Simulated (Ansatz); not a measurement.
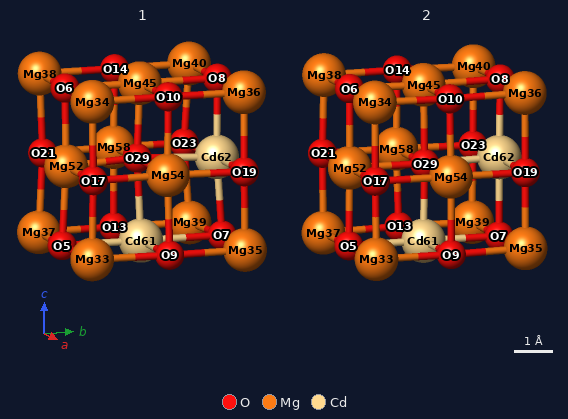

Two geometries of crystalline O₃₂Mg₂₈Cd₄ (a generated structure, set up in P1), drawn at one scale. One is the start of a relaxation, the other its converged end. Style: ball-and-stick. Shown: the atoms within 4.2 Å of the atom that moves most (axes of the cell of the calculation (origin shifted)), slightly off an axis.

Computed with DFT, PBEsol, PAW, plane waves (Ansatz 0.2.0). Set-up: plane-wave cutoff 420 eV; k-point mesh 1 × 1 × 1; mesh shifted by (0.5, 0.5, 0.5); no spin polarisation; cell relaxed at fixed shape; force threshold 0.03 eV/Å; at most 80 steps.

### Which of the two is the end point?

Structure 1 is the relaxed one. O29 moves most relative to the cell: 0.21 Å roughly along [0 −1 1]. By element the largest moves are O 0.21 Å, Mg 0.09 Å, Cd 0.03 Å. Cell: a = b = c 8.543 → 8.590 Å (+0.5 %). Volume +1.6 %. Some distances before and after: O7–Cd61 2.137 → 2.310 Å, O29–Cd62 2.108 → 2.274 Å, O29–Cd61 2.104 → 2.267 Å, O13–Cd61 2.103 → 2.254 Å. Among the angles between lasting bonds that change: Cd61–O29–Cd62 92.2° → 84.2°, Mg45–O29–Mg52 88.7° → 95.2°, Mg58–O29–Cd62 92.3° → 86.7°. The space group stays P1 (No. 1). Over 6 geometry steps the energy falls by 3.027 eV per cell of the calculation. The largest force component goes from 2.9 to 0.0009 eV/Å. The pressure goes from 4.89 to 0.00 GPa. Cost: 27 s on 7 threads of Arm Neoverse-V2, peak memory 1.5 GiB.
